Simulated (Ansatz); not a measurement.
SiGe₃

Input

```
crystal:
  lattice:
    - [5.55, 0.0, 0.0]
    - [0.0, 5.55, 0.0]
    - [0.0, 0.0, 5.55]
  atoms:
    - { symbol: Si, position: [0.0, 0.0, 0.0] }
    - { symbol: Si, position: [0.0, 0.5, 0.5] }
    - { symbol: Ge, position: [0.5, 0.0, 0.5] }
    - { symbol: Ge, position: [0.5, 0.5, 0.0] }
    - { symbol: Ge, position: [0.25, 0.25, 0.25] }
    - { symbol: Ge, position: [0.25, 0.75, 0.75] }
    - { symbol: Ge, position: [0.75, 0.25, 0.75] }
    - { symbol: Ge, position: [0.75, 0.75, 0.25] }
scf:
  occupations: { method: gaussian, width: 0.02 }
output:
  forces: true
  stress: true
  eigenvalues: true
  write_density: true
  write_potential: true
  elf: true
  volumetric_format: npy
kpoints:
  mp_grid: { grid: [6, 6, 6] }
hamiltonian:
  xc: pbe
relax:
  f_tol: 0.01
  adjacent_minimum: "off"
  cell: { stress_tol: 0.03, fix: [shape] }
```

Command:

```sh
ansatz run input.yaml --threads 4 --pin off --max-ram 12288MiB --backend cpu --events-out ev --progress --plain --runs-dir out
```

The fields are those of the relaxed geometry.

Space group P-4m2; a generated structure, not necessarily the stable one.

Computed with DFT PBE, scalar-relativistic, plane waves, PAW in Ansatz.

Core electrons are frozen (PAW), and the valence fields are smoothed inside the atomic spheres.

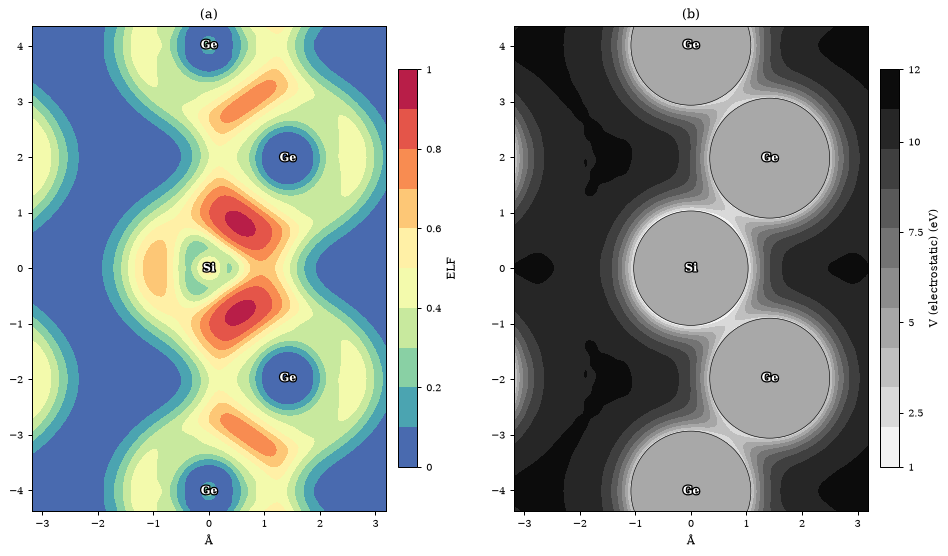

Figure 1. (a) electron localisation function; (b) electrostatic potential (local pseudopotential plus Hartree) felt by an electron on the (11̄0) plane of the calculation cell. Grey discs cover the atomic cores in the potential map.

Q: Read the bonding off the picture.

A: Atoms in the plane: Si and Ge.
Si–Ge (2.44 Å): the ELF peaks at about 0.95 between the atoms (localised, covalent bonding).
Ge–Ge (2.48 Å): the ELF peaks at about 0.80 between the atoms (a covalent bond).
Outside the cores the potential energy rises away from the atoms and is highest about 2.5 Å from the nearest atoms; its zero is arbitrary.

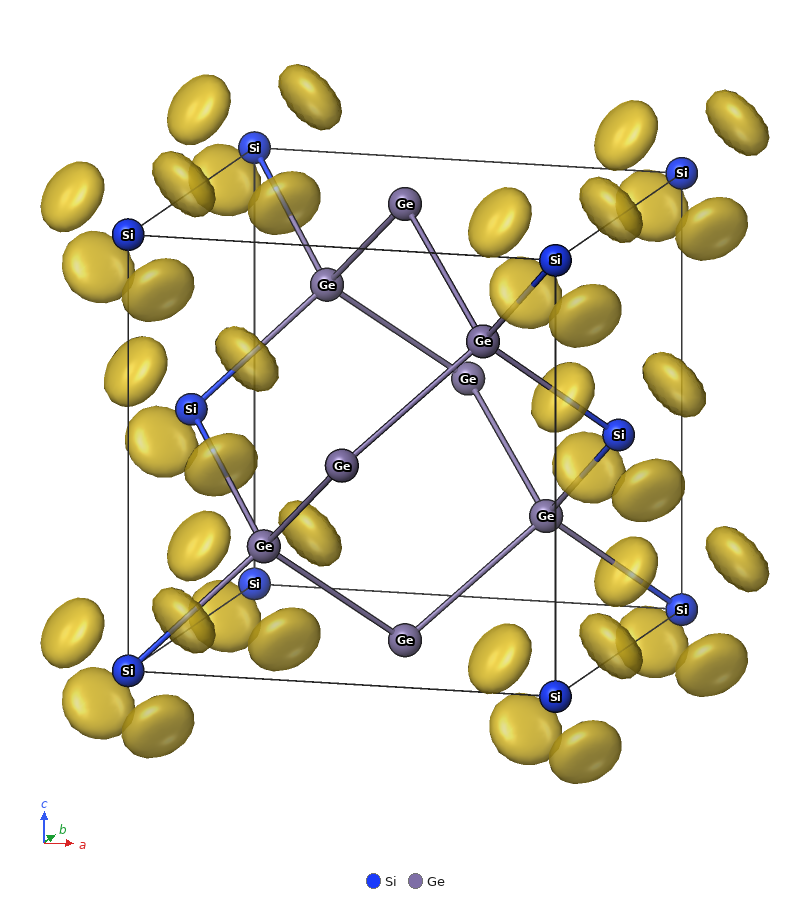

Figure 2. Isosurface of the ELF at 0.85 (yellow), seen slightly off an axis. Only the valence region is drawn (cores and ρ < 0.01 e/Å³ removed). Sticks mark near contacts.

Q: Where are the electrons localised?

A: The surface consists of eight regions between bonded Ge–Si atoms (shared pairs), counted in one cell of 8 atoms. Any copies at cell faces, edges or corners count once.
